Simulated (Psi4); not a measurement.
# [NH4]+ (ammonium) at HF/STO-3G

Aim: the vertical ionisation energy of [NH4]+ (ammonium) at HF/STO-3G, from 2 runs. 

The results are computed with Psi4 1.11.

**1. The system as given**

The species is [NH4]+ (5 atoms), meant as a singlet with charge +1. SMILES: `[NH4+]`. Geometry: relaxed at PBE0-D4/def2-TZVP.

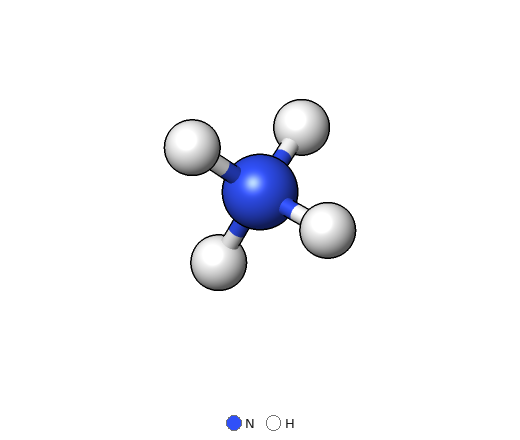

The structure, seen from a chosen angle (nitrogen blue, hydrogen white).

**2. Energy and gradient at HF/STO-3G**

The input, calc.py:

```python
import psi4

psi4.set_memory(1600000000)
psi4.set_num_threads(1)
psi4.core.set_output_file('run.log', False)

m = psi4.geometry("""
1 1
N
H 1 1.023574
H 1 1.023569 2 109.47147
H 1 1.023577 3 109.47124 2 119.99561
H 1 1.023572 3 109.46912 2 -120.00348
units angstrom
symmetry c1
""")

psi4.set_options({
    'basis': 'STO-3G',
    'puream': True,
    'e_convergence': 1e-09,
    'd_convergence': 1e-08,
    'scf_type': 'pk',
})

E, wfn = psi4.gradient('hf', molecule=m, return_wfn=True)
psi4.oeprop(wfn, 'QUADRUPOLE', 'WIBERG_LOWDIN_INDICES', 'MAYER_INDICES', title='HF')
print('gradient / Eh bohr^-1')
print(E.np.round(6))
print(f'energy = {wfn.energy():.10f} Eh')
for k, v in sorted(psi4.core.scalar_variables().items()):
    print(f'{k:45s} {v:18.10f}')
```

Command:

```console
$ python calc.py
```

run.log:

```text
[...]
  Running in c1 symmetry.
[...]
  Nuclear repulsion =   16.375268910229742
[...]
  Multiplicity = 1
[...]
  Nalpha       = 5
  Nbeta        = 5
[...]
    Number of basis functions: 9
[...]
   @RHF iter   1:   -55.84720660923685   -7.03824e-01   2.13203e-02 ADIIS/DIIS
[...]
   @RHF iter   6:   -55.86724998082211   -9.02389e-13   8.50548e-10 DIIS
[...]
    Orbital Energies [Eh]
    ---------------------
    Doubly Occupied:
       1A    -15.858132     2A     -1.552216     3A     -1.006849
       4A     -1.006834     5A     -1.006828
[...]
  @RHF Final Energy:   -55.86724998082211
   => Energetics <=
    Nuclear Repulsion Energy =             16.3752689102297424
    One-Electron Energy =                -103.6233192133747991
    Two-Electron Energy =                  31.3808003223229406
    Total Energy =                        -55.8672499808221090
[...]
  -Total Gradient:
     Atom            X                  Y                   Z
    ------   -----------------  -----------------  -----------------
       1        0.000012902498     0.000001311695    -0.000000776693
       2       -0.000010766513    -0.000000373071    -0.021637292457
       3        0.000003215425    -0.020406394982     0.007212546056
       4        0.017661524892     0.010198918352     0.007217347325
       5       -0.017666876302     0.010206538005     0.007208175769
[...]
 Multipole Moments:
 ------------------------------------------------------------------------------------
     Multipole            Electronic (a.u.)      Nuclear  (a.u.)        Total (a.u.)
 ------------------------------------------------------------------------------------
 L = 1.  Multiply by 2.5417464519 to convert [e a0] to [Debye]
 Dipole X            :          0.0000131           -0.0000433           -0.0000302
 Dipole Y            :         -0.0000068            0.0000188            0.0000119
 Dipole Z            :          0.0000011           -0.0000027           -0.0000016
 Magnitude           :                                                    0.0000325
 L = 2.  Multiply by 1.3450342976 to convert [e a0^2] to [Debye ang]
 Quadrupole XX       :         -8.4395995            4.9886719           -3.4509276
 Quadrupole XY       :         -0.0000523            0.0000894            0.0000371
[...]
```

The script printed:

```text
gradient / Eh bohr^-1
[[ 1.3000e-05  1.0000e-06 -1.0000e-06]
 [-1.1000e-05 -0.0000e+00 -2.1637e-02]
 [ 3.0000e-06 -2.0406e-02  7.2130e-03]
 [ 1.7662e-02  1.0199e-02  7.2170e-03]
 [-1.7667e-02  1.0207e-02  7.2080e-03]]
energy = -55.8672499808 Eh
CURRENT ENERGY                                    -55.8672499808
CURRENT REFERENCE ENERGY                          -55.8672499808
DD SOLVATION ENERGY                                 0.0000000000
HF KINETIC ENERGY                                  54.6441346240
HF POTENTIAL ENERGY                              -110.5113846048
HF TOTAL ENERGY                                   -55.8672499808
HF VIRIAL RATIO                                     2.0223832872
NUCLEAR REPULSION ENERGY                           16.3752689102
ONE-ELECTRON ENERGY                              -103.6233192134
PCM POLARIZATION ENERGY                             0.0000000000
PE ENERGY                                           0.0000000000
SCF ITERATION ENERGY                              -55.8672499808
SCF ITERATIONS                                      6.0000000000
SCF TOTAL ENERGY                                  -55.8672499808
TWO-ELECTRON ENERGY                                31.3808003223
```

It took 1.3 s on 1 thread of Intel Xeon 6975P-C (Granite Rapids), shared host; peak memory 0.18 GiB.

**3. Doublet [NH4]2+, same level**

The input, job.in:

```
memory 1600 MB

molecule mol {
  2 2
  N      0.00001890     0.00001890     0.00000000
  H      0.85666954    -0.84633274     1.51368952
  H     -1.83762638     0.40852099     0.44448248
  H      0.04524004    -1.19706591    -1.51867840
  H      0.93571679     1.63485876    -0.43951250
  units bohr
  symmetry c1
  no_reorient
  no_com
}

set reference uhf
set puream true
set e_convergence 1e-09
set d_convergence 1e-08
set scf_type pk
set maxiter 100

e_tot, wfn = gradient("hf/STO-3G", return_wfn=True)
print_variables()
```

Command:

```console
$ psi4 -i job.in -o job.out -n 1
```

job.out:

```text
[...]
  Running in c1 symmetry.
[...]
  Nuclear repulsion =   16.375270093603586
[...]
  Multiplicity = 2
[...]
  Nalpha       = 5
  Nbeta        = 4
[...]
    Number of basis functions: 9
[...]
   @UHF iter   1:   -54.79221550980706    3.51167e-01   4.93778e-02 ADIIS/DIIS
[...]
   @UHF iter  29:   -54.90616098563009   -1.56319e-13   2.15564e-09 DIIS
[...]
   @S^2 Observed:                7.543228373E-01
[...]
    Orbital Energies [Eh]
    ---------------------
    Alpha Occupied:
       1A    -16.378348     2A     -2.058034     3A     -1.545769
       4A     -1.472693     5A     -1.459496
    Alpha Virtual:
       6A     -0.208753     7A     -0.199854     8A     -0.120559
       9A     -0.107921
    Beta Occupied:
       1A    -16.364098     2A     -1.928504     3A     -1.434336
       4A     -1.432846
[...]
  @UHF Final Energy:   -54.90616098563009
   => Energetics <=
    Nuclear Repulsion Energy =             16.3752700936035858
    One-Electron Energy =                 -98.4887388532931993
    Two-Electron Energy =                  27.2073077740595117
    Total Energy =                        -54.9061609856300947
  UHF NO Occupations:
  HONO-2 :    3  A 1.9993524
  HONO-1 :    4  A 1.9988420
[...]
 Multipole Moments:
 ------------------------------------------------------------------------------------
     Multipole            Electronic (a.u.)      Nuclear  (a.u.)        Total (a.u.)
 ------------------------------------------------------------------------------------
 L = 1.  Multiply by 2.5417464519 to convert [e a0] to [Debye]
 Dipole X            :          0.0973610            0.0001323            0.0974933
 Dipole Y            :         -0.2207340            0.0001134           -0.2206206
 Dipole Z            :         -0.0001494           -0.0000189           -0.0001683
 Magnitude           :                                                    0.2412020
[...]
  -Total Gradient:
     Atom            X                  Y                   Z
    ------   -----------------  -----------------  -----------------
       1        0.080904922732    -0.183060994916    -0.000109809985
       2       -0.087870054925     0.123418494582    -0.104575942666
       3        0.074901203528    -0.019416394887    -0.017889791552
       4       -0.031808188127     0.147563831185     0.105016064432
       5       -0.036127883209    -0.068504935963     0.017559479771
[...]
```

Run time: 1.5 s. Hardware: 1 thread of Intel Xeon 6975P-C (Granite Rapids), shared host; peak memory 0.18 GiB.

**4. Outcome**

Level: HF/STO-3G.

| quantity | value |
| --- | --- |
| singlet [NH4]+: total energy | -55.86725 Eh |
| singlet [NH4]+: HOMO energy | -27.40 eV |
| singlet [NH4]+: LUMO energy | 6.39 eV |
| singlet [NH4]+: HOMO–LUMO gap | 33.79 eV |
| singlet [NH4]+: largest force on an atom | 1.113 eV/Å |
| doublet [NH4]2+: total energy | -54.90616 Eh |
| doublet [NH4]2+: HOMO energy (highest over α and β) | -38.99 eV |
| doublet [NH4]2+: LUMO energy (lowest over α and β) | -25.00 eV |
| doublet [NH4]2+: ⟨S²⟩ | 0.754 |
| doublet [NH4]2+: largest force on an atom | 10.292 eV/Å |
| vertical ionisation energy (to the doublet dication) | 26.153 eV |

What this shows: Removing an electron at fixed nuclei costs 26.15 eV (2523 kJ/mol). The largest force (singlet [NH4]+) is 1.11 eV/Å: the shape isn't a stationary point for this species at this level. The negative HOMO energy of the first species, 27.40 eV, lies 1.24 eV above that difference. In a minimal basis such a difference can be off by several eV, whatever the method.
